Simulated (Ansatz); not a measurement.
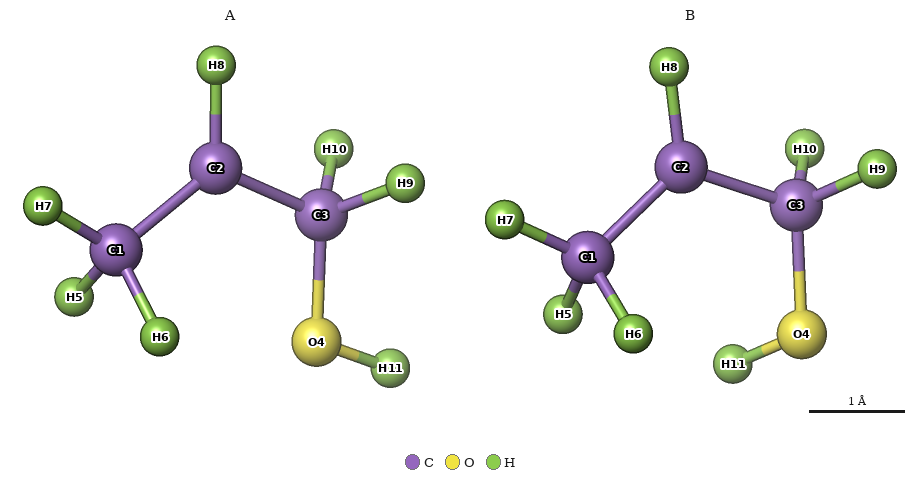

Two geometries of C3H7O (charge +1), drawn at one scale. One is the start of a relaxation, the other its converged end. The picture is a ball-and-stick view, seen at a tilt.

The calculation used RKS PBE/def2-SVP in Ansatz. Settings: no spin polarisation; force threshold 0.015 eV/Å; at most 40 steps.

### Which of the two is the end point?

Structure A is the relaxed one. The run prepares an end point of a later path (torsion) calculation, from a guessed geometry. The energy falls by 43.3 kJ/mol in 18 accepted moves (21 points after the start). Largest force component: 1.6 eV/Å at the start, 0.0084 eV/Å at the end. The line search rejected the trial steps at points 3, 10, 17 of the run. The atom that moves furthest after the best rigid fit is H11 (1.25 Å). By element the largest moves are H 1.25 Å, O 0.32 Å, C 0.21 Å. Among the contacts that change: C3–H9 1.112 → 1.140 Å, C2–H8 1.084 → 1.108 Å, C1–H5 1.104 → 1.127 Å, C3–H10 1.112 → 1.131 Å. Bond angles that change, for instance: C2–C3–H9 107.4° → 101.5°, H9–C3–H10 102.2° → 99.6°, O4–C3–H9 113.2° → 115.6°. Groups turn about C3–O4 by about 115°. Cost: 52 s on 1 thread of Intel(R) Xeon(R) Processor @ 2.70GHz, on a shared host, peak memory 0.13 GiB.
